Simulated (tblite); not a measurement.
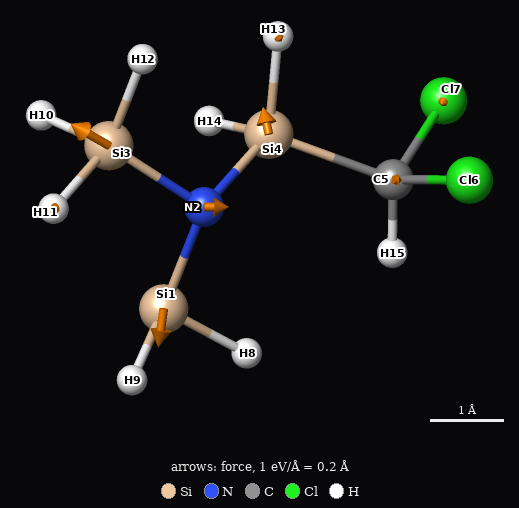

Starting geometry of CH8Cl2NSi3 (multiplicity 2) with the computed forces as orange arrows. A ball-and-stick model, seen at a tilt.

Method: tblite, GFN2-xTB geometry optimisation, gas phase. 

What follows when this structure is relaxed?

It isn't relaxed: the largest force vector, on Si3, is 3.51 eV/Å. The final displacements have little in common with the starting forces (cosine between the two patterns 0.05). The largest move after the best rigid fit is that of H9, 1.89 Å. By element the largest moves are H 1.89 Å, Cl 1.13 Å, Si 0.83 Å, N 0.44 Å, C 0.36 Å. Near-neighbour distances that change, for instance: N2–Si3 1.675 → 1.752 Å, Si1–N2 1.696 → 1.764 Å, Si4–C5 1.868 → 1.916 Å, Si3–H10 1.486 → 1.461 Å. Bond angles that change, for instance: Si1–N2–Si4 111.0° → 125.8°, Si1–N2–Si3 109.6° → 119.0°, H8–Si1–H9 107.0° → 115.7°. Over 168 geometry steps the energy falls by 0.686 eV. Cost: 1.8 s on 1 thread of Arm Neoverse V1, with other jobs on the host.
